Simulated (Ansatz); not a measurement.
# Screened interactions in SrTiO3 (Tausonite), part 2 of 2

How strongly is the local Coulomb interaction screened in SrTiO3 (Tausonite)?

Ansatz 0.2.0; non-magnetic LDA, then constrained RPA, plane waves, PAW.

So far. Step 2 (LDA bands and orbital weights): The gap is indirect, with the least direct gap 0.35 eV higher. Step 3 (Constrained RPA: Ti t2g, bands c1 to c3, 6×6×6 mesh …): On the Ti t2g shell, screening brings the on-site interaction from 15.3 eV down to U = 3.26 eV.

### Step 4. Constrained RPA: Ti t2g + anion p, bands v9 to c3, 6×6×6 mesh, medium accuracy

Level of this step: constrained RPA on LDA, plane waves, PAW (Ansatz).

Contents of input.yaml:

```yaml
crystal:
  lattice:
    - [-3.90528, 0.0, 0.0]
    - [0.0, 0.0, -3.90528]
    - [0.0, -3.90528, 0.0]
  atoms:
    - { symbol: Sr, position: [0.5, 0.5, 0.5] }
    - { symbol: Ti, position: [0.0, 0.0, 0.0] }
    - { symbol: O, position: [0.5, 0.0, 0.0] }
    - { symbol: O, position: [0.0, 0.5, 0.0] }
    - { symbol: O, position: [0.0, 0.0, 0.5] }
kpoints:
  mp_grid: { grid: [6, 6, 6] }
hamiltonian:
  xc: lda
scf:
  occupations: { method: gaussian, width: 0.08 }
  n_extra_bands: 19
  max_iter: 150
  lower_state_search: "off"
output:
  crpa:
    kmesh: [6, 6, 6]
    target_bands: [v9, c3]
    projections:
      - { species: Ti, l: d, shell: 3, orbitals: [dxz, dyz, dxy] }
      - { species: O, l: p, shell: 2 }
  local_orbitals:
    kmesh: [6, 6, 6]
    orbitals:
      - { species: Ti, l: d, shell: 3, orbitals: [dxz, dyz, dxy] }
      - { species: O, l: p, shell: 2 }
    window: { bands: [v9, c3] }
    seedname: lo
```

The run is started by

```
$ ansatz run input.yaml --threads 4 --pin off --max-ram 14745MiB --backend cpu --events-out ev --progress --plain --runs-dir out
```

Numbers of over 12 decimals in the logs are rounded to 6 here.

The log of the run:

```text
[...]
Crystal: 5 atoms, lattice volume = 59.560 Å³
Basis set: ecut = 420 eV, 1189 PW (Γ)
Bands: 39, of which v1, the nominal top of the filled ones, is band 20 counted from 1 (19 counted from 0)
Symmetry: 48 space group operations
[...]
k-points: 20 of 216
[...]
SCF iter   1: F=—  HF=-7569.413779 eV  |F-HF|=—  |Δ(HF+E_count)|=         —  Δρ=1.88e-2  dr2=1.98e-1  ethr=1.77e-3  ⟨swp⟩=7.7  Hψ=4094  notcnv=0  defer=115
[...]
SCF iter   6: F=-7569.370020 eV  HF=-7569.370020 eV  |F-HF|=3.25e-9  |Δ(HF+E_count)|=   6.30e-8  Δρ=4.60e-6  dr2=1.06e-8  ethr=2.50e-10  ⟨swp⟩=11.2  Hψ=4496  notcnv=0
SCF 1 converged in 6 iterations: F = -7569.370020 eV  dr2 = 1.06e-8
[...]
cRPA screening: q 1/216
cRPA screening: q 2/216
cRPA screening: q 8/216 (q-point 3)
cRPA screening: q 14/216 (q-point 4)
cRPA screening: q 17/216 (q-point 8)
cRPA screening: q 23/216 (q-point 9)
cRPA screening: q 35/216 (q-point 10)
cRPA screening: q 47/216 (q-point 11)
cRPA screening: q 59/216 (q-point 12)
cRPA screening: q 65/216 (q-point 15)
[...]
cRPA screening: q 198/216 (q-point 89)
cRPA screening: q 204/216 (q-point 94)
cRPA screening: q 210/216 (q-point 95)
cRPA screening: q 216/216 (q-point 130)
SCF converged after 6 iterations
Free energy (F): -7569.370020 eV
[...]
Internal energy: -7569.370020 eV  (E = F + TS)
E sigma→0 (E₀):  -7569.370020 eV
Fermi energy:    10.495919 eV
[...]
--- Band table (eV; the first three rows and the last of 20) ---
  k-point 0: bands = [... 16 lower, 8.4147, 9.2557, 9.2557, 9.2557, 11.3867, 11.3867, 11.3867, 13.9760, ... 15 higher]
  k-point 1: bands = [... 16 lower, 8.1763, 8.4904, 9.1028, 9.1028, 11.4283, 11.9800, 11.9800, 13.9847, ... 15 higher]
  k-point 2: bands = [... 16 lower, 7.4815, 7.7605, 8.9360, 8.9360, 11.5147, 12.9351, 12.9351, 13.9933, ... 15 higher]
  k-point 19: bands = [... 16 lower, 5.8360, 9.6051, 9.6051, 9.6051, 14.0572, 14.0572, 14.0572, 16.4920, ... 15 higher]
[...]
χ-basis size per q: N_G = 203..228
[...]
Each shell's averages of U are screened by what lies outside the whole window alone: parameters of one model of all the shells.
    Site 1, 3D, 3 of 5 d orbitals (Wannier functions 1, 2, 3; wannier90's mr 2, 3, 5):
      screened: U = 6.3386 eV, U' = 5.2539 eV, J = 0.5500 eV
      screened, to within: U = 9.9e-3 eV, U' = 9.9e-3 eV, J = 8.7e-4 eV
      bare: V = 17.9654 eV, V' = 16.6114 eV, J = 0.6867 eV
    Site 2, 2P, 3 of 3 p orbitals (Wannier functions 4, 5, 6; wannier90's mr 1, 2, 3):
      screened: U = 6.2845 eV, U' = 4.9207 eV, J = 0.6315 eV
      screened, to within: U = 1.2e-2 eV, U' = 1.2e-2 eV, J = 1.2e-3 eV
      bare: V = 18.0343 eV, V' = 16.2405 eV, J = 0.8264 eV
    Site 3, 2P, 3 of 3 p orbitals (Wannier functions 7, 8, 9; wannier90's mr 1, 2, 3):
      screened: U = 6.2845 eV, U' = 4.9207 eV, J = 0.6315 eV
      screened, to within: U = 1.2e-2 eV, U' = 1.2e-2 eV, J = 1.2e-3 eV
      bare: V = 18.0343 eV, V' = 16.2405 eV, J = 0.8264 eV
    Site 4, 2P, 3 of 3 p orbitals (Wannier functions 10, 11, 12; wannier90's mr 1, 2, 3):
      screened: U = 6.2845 eV, U' = 4.9207 eV, J = 0.6315 eV
      screened, to within: U = 1.2e-2 eV, U' = 1.2e-2 eV, J = 1.2e-3 eV
      bare: V = 18.0343 eV, V' = 16.2405 eV, J = 0.8264 eV
[...]
```

Run time: 12 min. Hardware: 4 threads of Arm Neoverse V1, shared host; peak memory 0.87 GiB.

Numbers from this step:

| Quantity | Value |
| --- | --- |
| U | 6.339 eV |
| U prime (inter-orbital) | 5.254 eV |
| J | 0.5500 eV |
| bare V | 17.97 eV |
| bare J | 0.6867 eV |
| stated bound on U | 0.009890 eV |
| U over bare V | 0.3528 |
| electrons in the window | 18 |
| head of the constrained inverse dielectric matrix | 0.2772 |
| least eigenvalue of the projection's overlap | 0.6056 |
| target functions | 12 |
| bands in the sums | 46 |
| r.m.s. miss of the model bands | 0.001041 eV |
| width of the target bands | 9.183 eV |
| weight of the projected orbitals in the window | 0.9512 |

On the Ti t2g shell, screening brings the on-site interaction from 18.0 eV down to U = 6.34 eV.

Kanamori averages over each shell's functions. Crpa shells, by row:

| site | element | shell | orbitals | U (eV) | U' (eV) | J (eV) | bare V (eV) | bare V' (eV) | bare J (eV) | bound on U (eV) |
| --- | --- | --- | --- | --- | --- | --- | --- | --- | --- | --- |
| 2 | Ti | 3D | 3 | 6.339 | 5.254 | 0.55 | 17.97 | 16.61 | 0.6867 | 0.00989 |
| 3 | O | 2P | 3 | 6.285 | 4.921 | 0.6315 | 18.03 | 16.24 | 0.8264 | 0.01115 |
| 4 | O | 2P | 3 | 6.285 | 4.921 | 0.6315 | 18.03 | 16.24 | 0.8264 | 0.01115 |
| 5 | O | 2P | 3 | 6.285 | 4.921 | 0.6315 | 18.03 | 16.24 | 0.8264 | 0.01115 |

Projected local orbitals of the target window. The electronic bands at the labelled points (eV, zero at the Fermi level; v1 is the highest filled band, c1 the lowest empty one):

| point | v4 | v3 | v2 | v1 | c1 | c2 | c3 |
| --- | --- | --- | --- | --- | --- | --- | --- |
| Γ | -2.08 | -1.24 | -1.24 | -1.24 | 0.89 | 0.89 | 0.89 |
| X | -3.28 | -2.92 | -1.62 | -1.62 | 1.06 | 2.87 | 2.87 |
| M | -2.62 | -2.47 | -2.47 | -0.98 | 2.88 | 2.88 | 3.33 |
| Γ | -2.08 | -1.24 | -1.24 | -1.24 | 0.89 | 0.89 | 0.89 |
| R | -4.66 | -0.89 | -0.89 | -0.89 | 3.56 | 3.56 | 3.56 |
| X | -3.28 | -2.92 | -1.62 | -1.62 | 1.06 | 2.87 | 2.87 |
| jump to R | -4.66 | -0.89 | -0.89 | -0.89 | 3.56 | 3.56 | 3.56 |
| M | -2.62 | -2.47 | -2.47 | -0.98 | 2.88 | 2.88 | 3.33 |

The same for Kohn-Sham, solved directly:

| point | v4 | v3 | v2 | v1 | c1 | c2 | c3 |
| --- | --- | --- | --- | --- | --- | --- | --- |
| Γ | -2.08 | -1.24 | -1.24 | -1.24 | 0.89 | 0.89 | 0.89 |
| X | -3.28 | -2.92 | -1.62 | -1.62 | 1.06 | 2.87 | 2.87 |
| M | -2.62 | -2.47 | -2.47 | -0.98 | 2.88 | 2.88 | 3.33 |
| Γ | -2.08 | -1.24 | -1.24 | -1.24 | 0.89 | 0.89 | 0.89 |
| R | -4.66 | -0.89 | -0.89 | -0.89 | 3.56 | 3.56 | 3.56 |
| X | -3.28 | -2.92 | -1.62 | -1.62 | 1.06 | 2.87 | 2.87 |
| R | -4.66 | -0.89 | -0.89 | -0.89 | 3.56 | 3.56 | 3.56 |
| M | -2.62 | -2.47 | -2.47 | -0.98 | 2.88 | 2.88 | 3.33 |

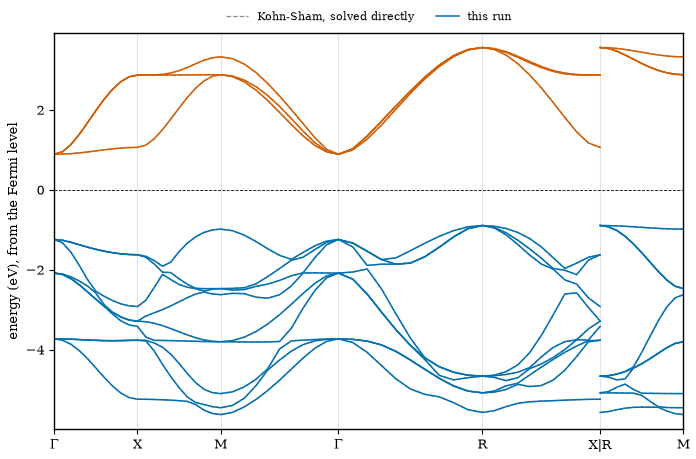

Electronic bands along the path; lines of filled and empty bands in two colours; dashed: Kohn-Sham, solved directly.

Onsite levels, by row:

| orbital | level less Fermi level (eV) |
| --- | --- |
| Ti2 dxz | 1.202 |
| Ti2 dyz | 1.202 |
| Ti2 dxy | 1.202 |
| O3 pz | -2.347 |
| O3 px | -3.983 |
| O3 py | -2.347 |
| O4 pz | -3.983 |
| O4 px | -2.347 |
| O4 py | -2.347 |
| O5 pz | -2.347 |
| O5 px | -2.347 |
| O5 py | -3.983 |

Largest distinct elements between sites. Hoppings, by row:

| from | to | cell | distance (Å) | t (eV) |
| --- | --- | --- | --- | --- |
| Ti2 dyz | O4 py | 0 -1 0 | 1.953 | -1.321 |
| O5 py | O5 py | 0 0 -1 | 3.905 | 0.6701 |
| O3 pz | O4 px | 1 0 0 | 2.761 | 0.2619 |
| O5 py | O3 py | 0 0 1 | 2.761 | 0.2334 |
| O3 py | O3 py | -1 0 0 | 3.905 | -0.1808 |
| O3 py | O3 py | 0 -1 -1 | 5.523 | 0.0709 |
| O4 py | O3 py | 0 0 0 | 2.761 | -0.0669 |
| O3 py | O3 pz | 0 -1 1 | 5.523 | -0.0622 |
| Ti2 dxz | Ti2 dxz | 0 1 0 | 3.905 | -0.0435 |
| O3 px | O3 px | 2 0 0 | 7.811 | 0.041 |
| O3 pz | O4 px | 1 0 -1 | 4.783 | 0.04 |
| O4 px | O4 px | 1 0 0 | 3.905 | 0.0384 |

### Step 5. The windows together

Times are wall times on 4 threads of Arm Neoverse V1, shared host, good to a factor of about two.

| target | bands | functions | width (eV) | bare V (eV) | U (eV) | U′ (eV) | J (eV) | U/V | time |
| --- | --- | --- | --- | --- | --- | --- | --- | --- | --- |
| Ti t2g | c1–c3 | 3 | 2.67 | 15.32 | 3.26 | 2.44 | 0.40 | 0.21 | 1.9 min |
| Ti t2g + anion p | v9–c3 | 12 | 9.18 | 17.97 | 6.34 | 5.25 | 0.55 | 0.35 | 12 min |

### Step 6. Summary of results

| Quantity | Value |
| --- | --- |
| Ti t2g | U 3.26 eV, U′ 2.44 eV, J 0.40 eV, bare V 15.3 eV |
| Ti t2g + anion p | U 6.34 eV, U′ 5.25 eV, J 0.55 eV, bare V 18.0 eV |
| method | constrained RPA on non-magnetic LDA, 6×6×6 mesh, static; search for lower states off |

For Ti t2g, screening cuts the on-site interaction from 15.32 eV to 3.26 eV (21 %), while J goes only from 0.53 eV to 0.40 eV: the monopole is screened far more than the multipoles. U − 2J differs from U′ by +0.02 eV, so the Kanamori relation holds well. U is 1.2 times the width of the target bands. With the window Ti t2g + anion p U becomes 6.34 eV and the bare V 17.97 eV, so U/V goes from 0.21 to 0.35. The window Ti t2g is empty, so it holds no transition to leave out and its U is the fully screened RPA value. The parent state is non-magnetic and the interaction static (zero frequency); U depends on the window and the orbitals, so it belongs to this model alone. A window that holds the anion p bands defines a model with explicit ligands; its U belongs to that model and is not the U of DFT+U.

[Paths, hosts, dates, memory and timing lines, banners, echoed tables and standing remarks are left out of the program output.]

[Logs are printed without paths, hosts, clocks, repeated set-up lines and the standing remarks that a program may print on its own settings, such as how far it seeks lower states.]

[Runs of the session that timed out or met a known fault of the program may be left out.]

[Hosts, paths, dates, database ids (printed as entryN), source tags and the programs' standing remarks are cut or masked in the printed files.]
